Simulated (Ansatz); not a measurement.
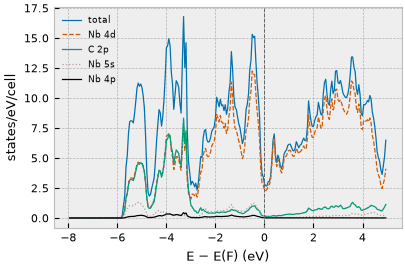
Figure: Total and projected density of states of Nb2C in space group Pnma (No. 62; Nb on 4c, Nb on 4c, C on 4c), the program Ansatz at the PBEsol level (PAW)

Q: Which orbitals carry the states next to the Fermi level?

A: Within 0.5 eV of the Fermi level: Nb 4d 83 %, Nb 5s 6 %, C 2p 6 %. Projections are on Löwdin-orthogonalised atomic valence shells; empty p or d shells of many metals are not among them.

Q: Where is the tallest occupied peak in this window, and what makes it?

A: Near -3.3 eV, about 17 states/eV per cell; the largest projected share is C 2p.

The first step of the workflow began from a Materials Project structure, measured or hypothetical; the Crystallography Open Database copy checked does not list it. Whether it is the stable phase at ambient conditions was not checked. Symmetry was held in the PBEsol relaxation; its stability against distortions is not shown here. No spin polarisation was allowed. Spin–orbit coupling is left out wherever it is not named.

Potentials: the earlier of the program's two PAW sets. The files were generated under PBE; for other functionals the program regenerates the frozen cores, and for LDA and PBEsol the local potential too.
